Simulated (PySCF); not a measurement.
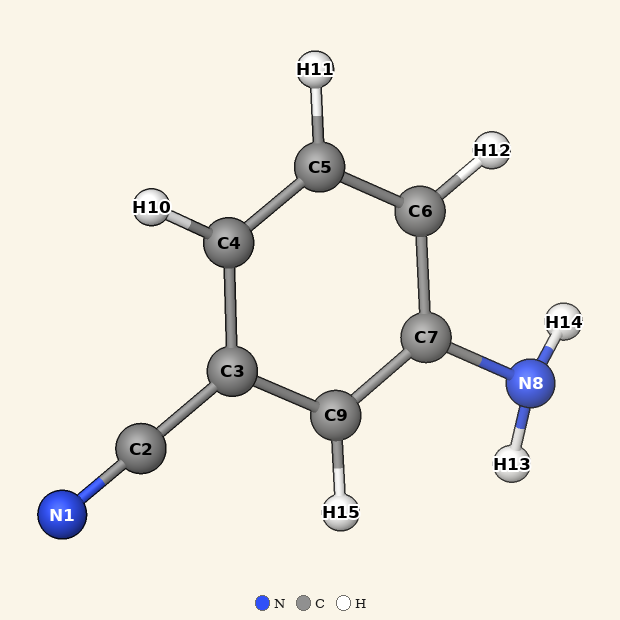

State: charge −1, doublet. The geometry was computed by an optimisation with GFN2-xTB. No frequency run is at hand to confirm it as a minimum. Method: UKS B3LYP, pcH-1 on C H N, non-relativistic (PySCF 2.14.0).

Give the isotropic hyperfine couplings (Fermi-contact term alone) of N1, C2, C3, C4, C5, C6, C7, N8, C9, H10, H11, H12, H13, H14, H15.

```csv
atom,isotope,a_iso (MHz)
N1,14N,6.3
C2,13C,−23.3
C3,13C,12.9
C4,13C,−3.7
C5,13C,−11.1
C6,13C,27.8
C7,13C,−21.1
N8,14N,−0.4
C9,13C,8.4
H10,1H,−6.3
H11,1H,−2.1
H12,1H,−23.6
H13,1H,−2.0
H14,1H,0.0
H15,1H,−14.4
```
